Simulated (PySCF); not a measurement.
# CH6ClGeN (SMILES C[NH][GeH2][Cl]) at 5 levels

We compute a comparison of 5 runs (B3LYP/6-31G*, PBE0/def2-SVP, r2SCAN/aug-cc-pVDZ, CCSD(T)/def2-SVP) of CH6ClGeN. 

The results are computed with PySCF 2.14.0.

### 1 The molecule

The species is CH6ClGeN (10 atoms), meant as a singlet with charge 0. SMILES: `C[NH][GeH2][Cl]`. Geometry: relaxed at PBE0-D4/def2-TZVP. This is one conformer, not always the lowest.

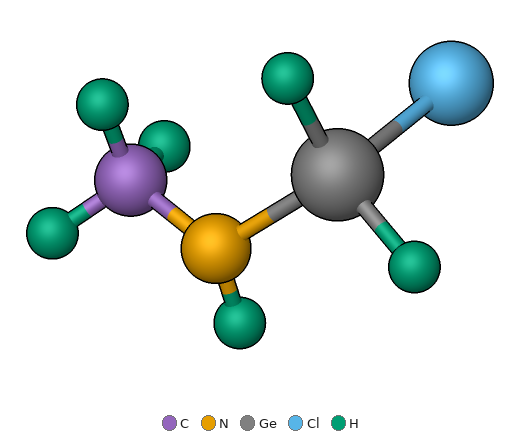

Viewed from a chosen angle; carbon purple, nitrogen amber, germanium grey, chlorine blue, hydrogen teal.

### 2 Energy and gradient at B3LYP/6-31G(d) (spherical functions) (run 1)

Contents of run.py:

```python
import pyscf.grad
from pyscf import gto, dft

mol = gto.Mole()
mol.atom = '''
C      0.159115     1.913537    -1.866671
N     -1.189394     0.810315     0.253223
Ge     0.267018    -1.696596     2.080022
Cl     1.036137    -5.032152    -0.210138
H      0.263995     0.681624    -3.530764
H     -0.734914     3.688934    -2.428865
H      2.093439     2.360646    -1.296919
H     -3.030176     0.498321    -0.144186
H      2.856699    -0.787638     2.995027
H     -1.564882    -2.533745     4.155130
'''
mol.spin = 0
mol.charge = 0
mol.verbose = 3
mol.basis = '6-31g*'
mol.unit = 'bohr'
mol.max_memory = 1860
mol.build()

mf = dft.RKS(mol, xc='b3lyp')
mf.grids.level = 5
mf.conv_tol = 1e-10
mf.kernel()
if not mf.converged:
    mf = mf.newton().run(mf.mo_coeff, mf.mo_occ)

etot = mf.e_tot
print('Final energy', etot)
grad = mf.Gradients().kernel()
mf.analyze()
```

Command:

```console
$ OMP_NUM_THREADS=1 python run.py
```

The program printed:

```text
converged SCF energy = -2633.4619720555
[... 11 lines left out ...]
MO #2   energy= -101.498225491015  occ= 2
[... 7 lines left out ...]
MO #10  energy= -7.19194561067152  occ= 2
[... 7 lines left out ...]
MO #18  energy= -1.24588943262734  occ= 2
[... 7 lines left out ...]
MO #26  energy= -0.483278137303331 occ= 2
[... 7 lines left out ...]
MO #34  energy= -0.248938087755188 occ= 2
[... 7 lines left out ...]
MO #42  energy= 0.166252466977806  occ= 0
[... 7 lines left out ...]
MO #50  energy= 0.438397927292397  occ= 0
[... 7 lines left out ...]
MO #58  energy= 0.680282749193132  occ= 0
[... 7 lines left out ...]
MO #66  energy= 0.934699475838827  occ= 0
[... 7 lines left out ...]
MO #74  energy= 1.24745194494673   occ= 0
[... 7 lines left out ...]
MO #82  energy= 2.29984567239924   occ= 0
[... 7 lines left out ...]
MO #90  energy= 3.46954120206107   occ= 0
[... 11 lines left out ...]
Dipole moment(X, Y, Z, Debye): -0.91321,  2.04814,  0.23840
```

Run time: 42 s. Hardware: 1 thread of Intel Xeon at 2.70GHz, shared host; peak memory 0.89 GiB.

### 3 Energy and gradient at B3LYP/6-31G(d) (Cartesian functions) (run 2)

Contents of input.py:

```python
from pyscf import gto, dft

mol = gto.M(
    atom='''
C      0.159115     1.913537    -1.866671
N     -1.189394     0.810315     0.253223
Ge     0.267018    -1.696596     2.080022
Cl     1.036137    -5.032152    -0.210138
H      0.263995     0.681624    -3.530764
H     -0.734914     3.688934    -2.428865
H      2.093439     2.360646    -1.296919
H     -3.030176     0.498321    -0.144186
H      2.856699    -0.787638     2.995027
H     -1.564882    -2.533745     4.155130
''',
    spin=0,
    unit='bohr',
    basis='6-31g*',
    cart=True,
    max_memory=1860,
    verbose=4,
)

mf = dft.RKS(mol, xc='b3lyp')
mf.grids.level = 5
mf.conv_tol = 1e-10
mf.kernel()
if not mf.converged:
    mf = mf.newton().run(mf.mo_coeff, mf.mo_occ)

etot = mf.e_tot
print('E = %.10f Eh' % etot)
grad = mf.nuc_grad_method().kernel()
dip = mf.dip_moment()
pop, q = mf.mulliken_pop()
```

Command:

```console
$ OMP_NUM_THREADS=1 python input.py
```

The program printed:

```text
PySCF version 2.14.0

[... 79 lines left out ...]
converged SCF energy = -2633.47227822599
[... 13 lines left out ...]
Dipole moment(X, Y, Z, Debye): -0.90877,  2.04082,  0.22738
[... 68 lines left out ...]
pop of  3 Cl 3s           1.45726
pop of  3 Cl 4s           0.55022
pop of  3 Cl 2px          1.99192
pop of  3 Cl 2py          1.99037
pop of  3 Cl 2pz          1.99121
pop of  3 Cl 3px          1.27222
pop of  3 Cl 3py          1.13833
pop of  3 Cl 3pz          1.20716
pop of  3 Cl 4px          0.64744
pop of  3 Cl 4py          0.47510
pop of  3 Cl 4pz          0.57320
pop of  3 Cl 3dxx        -0.02093
pop of  3 Cl 3dxy         0.00177
pop of  3 Cl 3dxz         0.00090
pop of  3 Cl 3dyy        -0.00698
pop of  3 Cl 3dyz         0.00503
pop of  3 Cl 3dzz        -0.01512
pop of  4  H 1s           0.53074
pop of  4  H 2s           0.31034
pop of  5  H 1s           0.53077
pop of  5  H 2s           0.31327
pop of  6  H 1s           0.53023
pop of  6  H 2s           0.30327
pop of  7  H 1s           0.50975
pop of  7  H 2s           0.16387
pop of  8  H 1s           0.48996
pop of  8  H 2s           0.46691
pop of  9  H 1s           0.48950
pop of  9  H 2s           0.46742
 ** Mulliken atomic charges  **
charge of    0C =     -0.29861
charge of    1N =     -0.60861
charge of    2Ge =      0.25935
charge of    3Cl =     -0.24612
charge of    4H =      0.15892
charge of    5H =      0.15596
charge of    6H =      0.16650
charge of    7H =      0.32638
charge of    8H =      0.04313
charge of    9H =      0.04308
```

Run time: 42 s. Hardware: 1 thread of Intel Xeon at 2.70GHz, shared host; peak memory 0.95 GiB.

### 4 Energy and forces at PBE0/def2-SVP (run 3)

Contents of run.py:

```python
import pyscf.grad
from pyscf import gto, dft

mol = gto.M(
    atom='''
C      0.159115     1.913537    -1.866671
N     -1.189394     0.810315     0.253223
Ge     0.267018    -1.696596     2.080022
Cl     1.036137    -5.032152    -0.210138
H      0.263995     0.681624    -3.530764
H     -0.734914     3.688934    -2.428865
H      2.093439     2.360646    -1.296919
H     -3.030176     0.498321    -0.144186
H      2.856699    -0.787638     2.995027
H     -1.564882    -2.533745     4.155130
''',
    max_memory=1860,
    unit='bohr',
    verbose=4,
    basis='def2-svp',
)

mf = dft.RKS(mol)
mf.xc = 'pbe0'
mf.conv_tol = 1e-10
mf.grids.level = 5
mf.kernel()
if not mf.converged:
    mf = mf.newton().run(mf.mo_coeff, mf.mo_occ)

e_final = mf.e_tot
print(f'total energy: {e_final:.8f} hartree')
grad = mf.Gradients().kernel()
dip = mf.dip_moment()
pop, q = mf.mulliken_pop()
```

Command:

```console
$ OMP_NUM_THREADS=1 python run.py
```

The program printed:

```text
PySCF version 2.14.0

[... 77 lines left out ...]
converged SCF energy = -2632.71039036477
total energy: -2632.71039036 hartree
[... 12 lines left out ...]
Dipole moment(X, Y, Z, Debye): -0.84543,  1.80018,  0.12852
[... 80 lines left out ...]
pop of  4 H 2s            0.18643
pop of  4 H 2px           0.00456
pop of  4 H 2py           0.00802
pop of  4 H 2pz           0.01049
pop of  5 H 1s            0.74615
pop of  5 H 2s            0.18632
pop of  5 H 2px           0.00622
pop of  5 H 2py           0.01228
pop of  5 H 2pz           0.00460
pop of  6 H 1s            0.74587
pop of  6 H 2s            0.18422
pop of  6 H 2px           0.01334
pop of  6 H 2py           0.00564
pop of  6 H 2pz           0.00443
pop of  7 H 1s            0.71833
pop of  7 H 2s            0.08811
pop of  7 H 2px           0.02305
pop of  7 H 2py           0.01253
pop of  7 H 2pz           0.01061
pop of  8 H 1s            0.71284
pop of  8 H 2s            0.33877
pop of  8 H 2px           0.00761
pop of  8 H 2py           0.00153
pop of  8 H 2pz           0.00172
pop of  9 H 1s            0.71239
pop of  9 H 2s            0.33256
pop of  9 H 2px           0.00418
pop of  9 H 2py           0.00154
pop of  9 H 2pz           0.00519
 ** Mulliken atomic charges  **
charge of    0C =      0.05007
charge of    1N =     -0.45937
charge of    2Ge =      0.55030
charge of    3Cl =     -0.30533
charge of    4H =      0.04435
charge of    5H =      0.04443
charge of    6H =      0.04651
charge of    7H =      0.14737
charge of    8H =     -0.06246
charge of    9H =     -0.05586
```

Run time: 54 s. Hardware: 1 thread of Intel Xeon at 2.70GHz, shared host; peak memory 1.1 GiB.

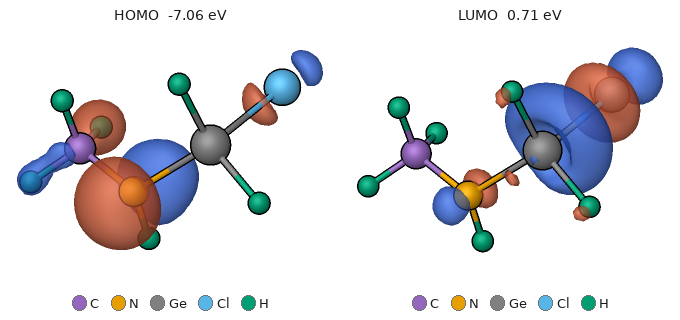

Frontier orbitals of this run, surfaces at ±0.2 Å^-3/2.

Run 4 isn't shown in full; the table further down has it.

### 5 A single-point energy at CCSD(T)/def2-SVP (run 5)

Contents of input.py:

```python
from pyscf import gto, cc

mol = gto.M(
    atom=[
    ('C', (0.084200, 1.012600, -0.987800)),
    ('N', (-0.629400, 0.428800, 0.134000)),
    ('Ge', (0.141300, -0.897800, 1.100700)),
    ('Cl', (0.548300, -2.662900, -0.111200)),
    ('H', (0.139700, 0.360700, -1.868400)),
    ('H', (-0.388900, 1.952100, -1.285300)),
    ('H', (1.107800, 1.249200, -0.686300)),
    ('H', (-1.603500, 0.263700, -0.076300)),
    ('H', (1.511700, -0.416800, 1.584900)),
    ('H', (-0.828100, -1.340800, 2.198800)),
],
    verbose=3,
    spin=0,
    charge=0,
    basis='def2-svp',
    max_memory=1860,
)

hf = mol.RHF()
hf.conv_tol = 1e-10
hf.kernel()
if not hf.converged:
    hf = hf.newton().run(hf.mo_coeff, hf.mo_occ)

mycc = cc.CCSD(hf, frozen=16)
mycc.kernel()
e_t = mycc.ccsd_t()
etot = mycc.e_tot + e_t
print(f'total energy: {etot:.8f} hartree')
hf.analyze()
```

Command:

```console
$ OMP_NUM_THREADS=1 python input.py
```

The program printed:

```text
converged SCF energy = -2630.24560438309
[... 11 lines left out ...]
MO #8   energy= -11.2642668867235  occ= 2
[... 9 lines left out ...]
MO #18  energy= -1.67469611184627  occ= 2
[... 9 lines left out ...]
MO #28  energy= -0.573476799130519 occ= 2
[... 9 lines left out ...]
MO #38  energy= 0.198500790691023  occ= 0
[... 9 lines left out ...]
MO #48  energy= 0.533328588754504  occ= 0
[... 9 lines left out ...]
MO #58  energy= 0.890968212484385  occ= 0
[... 9 lines left out ...]
MO #68  energy= 1.16631810084119   occ= 0
[... 9 lines left out ...]
MO #78  energy= 1.76941159731983   occ= 0
[... 9 lines left out ...]
MO #88  energy= 2.15214681219847   occ= 0
[... 9 lines left out ...]
MO #98  energy= 2.85113745037324   occ= 0
[... 9 lines left out ...]
MO #108 energy= 3.68359067929299   occ= 0
[... 11 lines left out ...]
Dipole moment(X, Y, Z, Debye): -0.81187,  1.78929,  0.26884
```

Wall time 90 s (1 thread of Intel Xeon at 2.70GHz, shared host); peak memory 0.81 GiB.

### 6 Overview of the runs

```csv
run,level,Cartesian functions,task,energy (Eh),dipole moment (D) of the reference,HOMO energy (eV),LUMO energy (eV),wall time
1,B3LYP/6-31G* (spherical functions),no,gradient,-2633.461972,2.26,-6.77,0.17,42 s
2,B3LYP/6-31G* (Cartesian functions),yes,gradient,-2633.472278,2.25,-6.78,0.14,42 s
3,PBE0/def2-SVP,no,gradient,-2632.710390,1.99,-7.06,0.71,54 s
4,r2SCAN/aug-cc-pVDZ,no,gradient,-2633.601255,2.09,-6.14,-0.55,2.8 min
5,CCSD(T)/def2-SVP,no,energy,-2630.983003,1.98,-10.56,4.24,90 s
```

### 7 Results

| quantity | value |
| --- | --- |
| run 5: total energy | -2630.98300 Eh |
| run 5: dipole moment (Hartree–Fock density) | 1.98 D |
| run 5: HOMO energy (Hartree–Fock orbitals) | -10.56 eV |
| run 5: LUMO energy (Hartree–Fock orbitals) | 4.24 eV |
| run 5: HOMO–LUMO gap (Hartree–Fock orbitals) | 14.80 eV |
| run 5: correlation energy (16 core orbitals frozen) | -737.4 mEh |
| run 5: (T) correction | -19.00 mEh |
| run 5: T1 diagnostic | 0.010 |

In words: Over runs 1, 2, 3, 4 the dipole moment (its size) runs from 1.99 D (PBE0/def2-SVP) to 2.26 D (B3LYP/6-31G*). The two ends differ in method and basis. Over runs 1, 2, 3, 4 the HOMO–LUMO gap runs from 5.59 eV (r2SCAN/aug-cc-pVDZ) to 7.76 eV (PBE0/def2-SVP). Totals of different functionals can't be ranked against each other. All runs together took 6.6 min, the longest 2.8 min.
